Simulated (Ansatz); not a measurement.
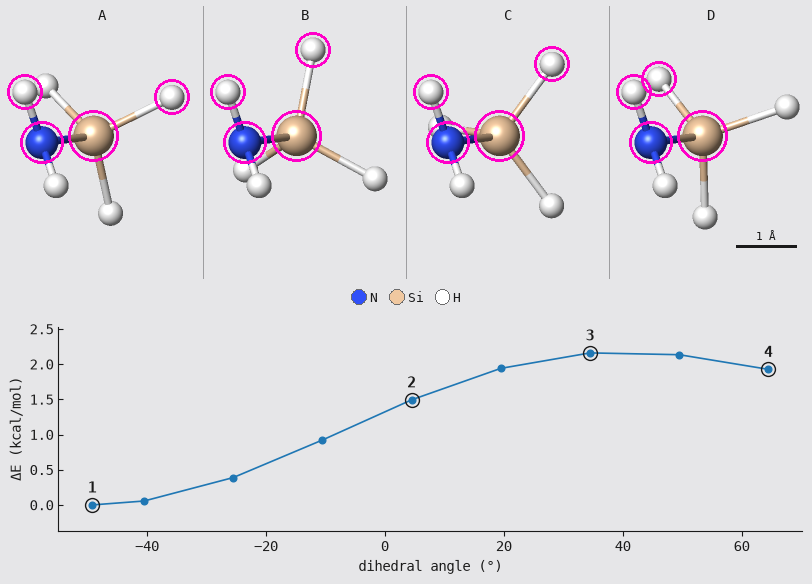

Energy scan for SiNH5, in which one H–N–Si–H dihedral angle is varied, with the rest of the molecule carried along rigidly. The frames are shuffled; the numbered points of the plot belong to them. A ball-and-stick model, seen almost along the central bond, with a slight tilt. The ringed atoms are those of the scanned coordinate.

Computed with Ansatz: PBE-D4, basis def2-TZVPP, on geometries moved rigidly from the minimum at PBE0-D4/def2-TZVP. Energies are counted from the PBE0-D4/def2-TZVP minimum geometry at the same level.

> Which frame belongs to which numbered point?

Point 1 is frame D (the dihedral −49.2°, 0.00 kcal/mol); 2 is frame B (the dihedral 4.5°, 1.49 kcal/mol); 3 is frame C (the dihedral 34.5°, 2.16 kcal/mol); 4 is frame A (the dihedral 64.5°, 1.93 kcal/mol). Of the computed points the lowest is at the dihedral −49.2°, 0.00 kcal/mol. A local maximum lies at 34.5° (2.16 kcal/mol). The highest point, at 34.5°, lies 2.16 kcal/mol above the lowest and gives an upper estimate of the barrier to rotation, since the rotor is rigid.
